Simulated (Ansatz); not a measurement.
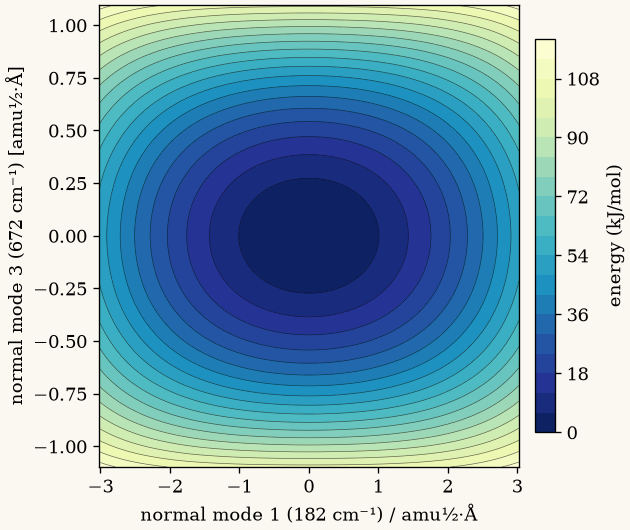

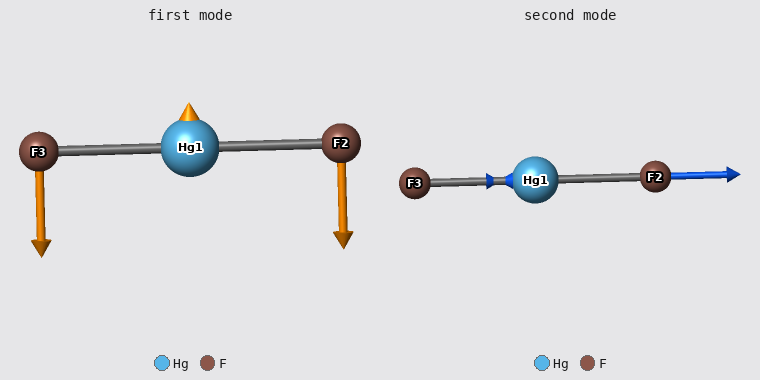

Energy landscape of HgF2. First axis: normal mode 1 (182 cm⁻¹). Second axis: normal mode 3 (672 cm⁻¹). Nothing is relaxed (straight displacements along the two mass-weighted modes). The grid has 15 × 15 points; 82 points were computed and 143 follow by symmetry. All energies are given in kJ/mol relative to the lowest grid point. Level of theory: RKS SPW92 (LDA)/def2-TZVP in Ansatz 0.2.0.

The picture shows filled contours. Between grid points the surface is interpolated. The second picture is the structure at the lowest point

Question: Describe this landscape.

Answer: The lowest grid point is at normal mode 1 (182 cm⁻¹) = 0.00 amu½·Å, normal mode 3 (672 cm⁻¹) = 0.000 amu½·Å. No other kind of well shows on this grid. The highest grid point, normal mode 1 (182 cm⁻¹) = −3.03 amu½·Å, normal mode 3 (672 cm⁻¹) = 1.098 amu½·Å, lies 117 kJ/mol above the lowest.

The whole map (82 points run) took 90 s on 1 thread of Intel(R) Xeon(R) Platinum 8488C (Sapphire Rapids), on a shared host.
